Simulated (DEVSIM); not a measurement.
Device: Mo/La2O3/SiO2/p-Si capacitor, at 300 K.

| layer (left to right) | material | thickness (nm) | Na (cm⁻³) |
|---|---|---|---|
| 1 | La2O3 | 12.0 | - |
| 2 | SiO2 | 1.30 | - |
| 3 | Si | 2100 | 7.3e16 |

Metal gate on the left, work function 4.6 eV. Fixed charge at the semiconductor interface 3.2e11 cm⁻² (in units of +e); no interface traps.

This is a model device: material constants are rounded textbook-type values typed into the input, and sizes, dopings and lifetimes were drawn at random. Values at 300 K.

| parameter | La2O3 | SiO2 | Si |
|---|---|---|---|
| gap (eV) | 5.8 | 9 | 1.124 |
| affinity (eV) | 1.8 | 0.9 | 4.05 |
| permittivity | 27 | 3.9 | 11.7 |
| Nc (cm⁻³) | - | - | 2.86e19 |
| Nv (cm⁻³) | - | - | 3.1e19 |

Simulated with DEVSIM: 1D Poisson equation in equilibrium, Boltzmann statistics, complete ionisation; no quantum confinement or tunnelling. Metal contacts follow the ideal Schottky-Mott rule: no Fermi-level pinning, no interface dipoles.

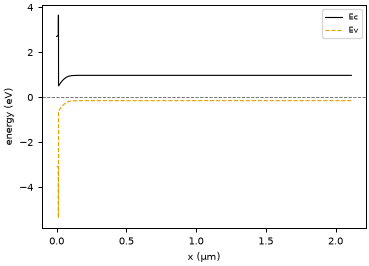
Fig. 1. Band edges at 0.1 V on the gate

Energies count from the Fermi level of the right contact; mesh points crowd at the junctions.

```csv
x (μm),Ec (eV),Ev (eV),n (cm⁻³),p (cm⁻³),field (V/cm)
0.000,2.700,-3.100,< 1e2,< 1e2,22000
0.001413,2.703,-3.097,< 1e2,< 1e2,22000
0.004203,2.709,-3.091,< 1e2,< 1e2,22000
0.008220,2.718,-3.082,< 1e2,< 1e2,22000
0.01132,2.725,-3.075,< 1e2,< 1e2,22000
0.01235,3.632,-5.368,< 1e2,< 1e2,150000
0.01299,3.642,-5.359,< 1e2,< 1e2,150000
0.01476,0.511,-0.613,7.6e10,1.5e9,99000
0.01824,0.544,-0.580,2.0e10,5.7e9,95000
0.02637,0.618,-0.506,1.2e9,9.6e10,86000
0.04422,0.752,-0.372,6600000,1.8e13,65000
0.1102,0.958,-0.166,2300,5.1e16,5900
0.2408,0.968,-0.156,1600,7.3e16,≈ 0
0.5453,0.968,-0.156,1600,7.3e16,≈ 0
1.414,0.968,-0.156,1600,7.3e16,≈ 0
1.814,0.968,-0.156,1600,7.3e16,≈ 0
1.986,0.968,-0.156,1600,7.3e16,≈ 0
2.057,0.968,-0.156,1600,7.3e16,≈ 0
2.096,0.968,-0.156,1600,7.3e16,≈ 0
2.106,0.968,-0.156,1600,7.3e16,≈ 0
2.111,0.968,-0.156,1600,7.3e16,≈ 0
2.113,0.968,-0.156,1600,7.3e16,≈ 0
```
